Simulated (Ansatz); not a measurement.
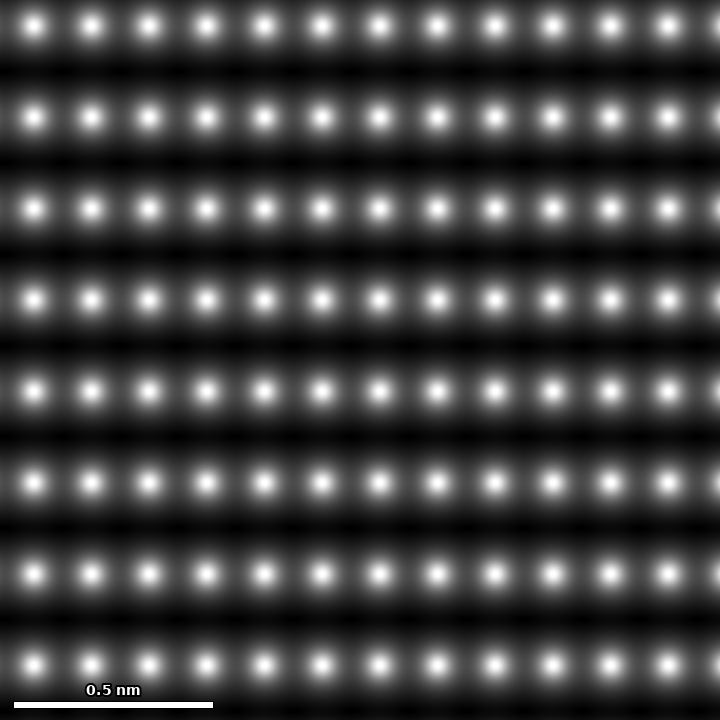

Map of the projected electrostatic potential of Ti. Computed as the sum of neutral-atom potentials (tabulated electron scattering factors, B = 0.5 Å²) projected along the beam and smoothed by 0.25 Å; brighter is more positive. The display is stretched by a gamma of 0.6; percentages refer to the linear signal.

What two-dimensional lattice does the image show, and how large is its cell?

Answer. The pattern repeats on a rectangular net of 1.5 × 2.3 Å.

What is the plane group of the image?

Answer. p2mm: mirror lines in two perpendicular directions, with twofold points where they cross.

How many columns does the smallest repeating cell hold, and how many levels of brightness?

Answer. 1 column in the primitive cell of 3.3 Å², all of one brightness.

The crystal is Ti (P6_3/mmc, No. 194) seen along [210]. Atomic positions: the input geometry of a calculation.
